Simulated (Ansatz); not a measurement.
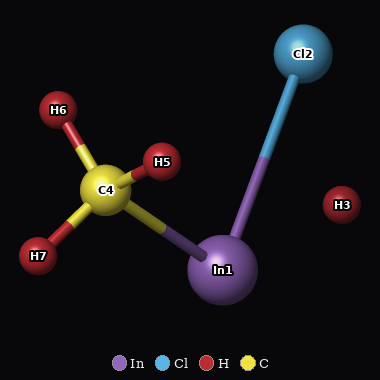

The system is the reacting system CH4ClIn (fragments CH₄ClIn where the first distance is long, CH₃In + ClH where the second is long); the picture shows the reference structure. The first coordinate is: distance Cl2–H3 (bond that forms); the second: distance In1–Cl2 (bond that breaks). Relaxed at each point: all other coordinates. The grid has 13 × 13 points. Points are written as (first, second). All energies are given in kcal/mol relative to the lowest grid point. The reference is spin-restricted, so regions where a bond is pulled apart into radicals lie too high. These are results of Ansatz 0.2.0, RHF/def2-SVP, not measurements.

Its coordinates:

```xyz
7

In   -1.1647   -0.3542   -0.3618
Cl    0.5905   -2.5906   -0.6333
H    -1.1234   -2.5480   -0.9872
C     0.2403    1.1813    0.3950
H     0.3598    1.0736    1.4764
H     1.2178    1.0474   -0.0740
H    -0.1202    2.1906    0.1850
```

Range: distance Cl2–H3 (bond that forms) from 1.197 to 2.997 Å; distance In1–Cl2 (bond that breaks) from 2.196 to 3.396 Å.

Predict the map.

The lowest grid point is at (2.997 Å, 2.324 Å). It lies at the edge of the scanned range, so the true minimum may lie outside. The highest grid point, (1.515 Å, 2.196 Å), lies 92 kcal/mol above the lowest. On the interpolated surface the lowest path from the side where the first distance is long, about (3.00 Å, 2.37 Å), to the side where the second distance is long, (1.278 Å, 3.396 Å), has its top at about (1.75 Å, 2.83 Å), about 58 kcal/mol above the start and 33 kcal/mol above the end.

```tsv
second ↓, first →	1.197	1.278	1.389	1.515	1.653	1.800	1.954	2.115	2.281	2.453	2.630	2.811	2.997
3.396	27	24	29	40	53	60	64	65	65	63	60	57	54
3.272	27	25	29	41	53	60	62	63	61	58	54	51	47
3.151	28	25	30	41	54	59	60	59	56	52	48	44	40
3.034	29	26	31	42	54	58	58	55	51	46	41	37	33
2.919	31	28	32	44	55	57	56	51	46	40	35	30	26
2.808	33	30	34	46	56	57	53	47	41	34	28	23	19
2.701	36	33	37	49	58	56	51	43	36	29	22	17	12
2.598	40	37	41	53	60	56	49	40	31	24	17	11	7
2.500	46	43	47	58	63	57	48	38	28	20	13	7	2
2.408	53	50	54	65	67	59	48	37	27	18	11	5	0
2.324	62	58	62	73	72	62	50	38	27	18	10	4	0
2.250	72	68	72	83	79	67	54	41	29	20	12	6	2
2.196	81	77	81	92	86	72	58	44	33	23	15	9	5
```

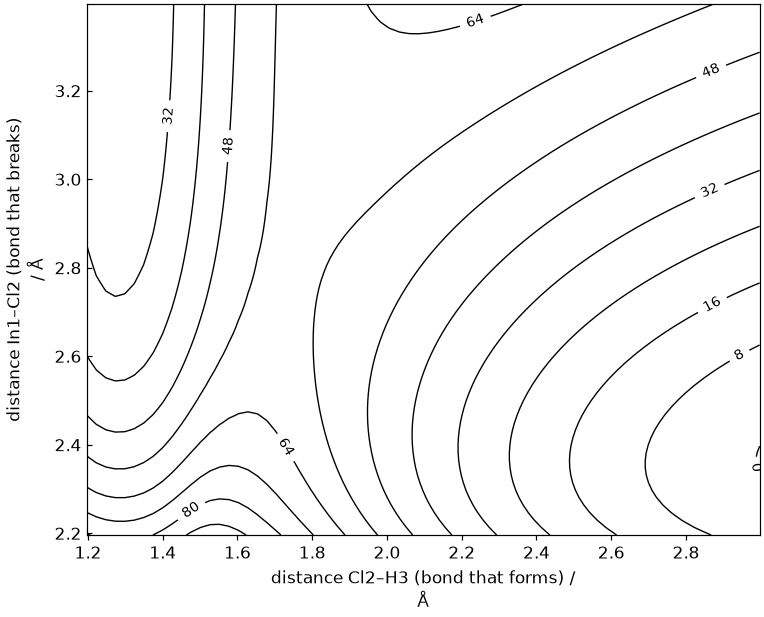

Drawn: contour lines labelled in kcal/mol. Between grid points the surface is interpolated.

The whole map (169 points run) took 24 min on 1 thread of Arm Neoverse V1, with other jobs on the host.
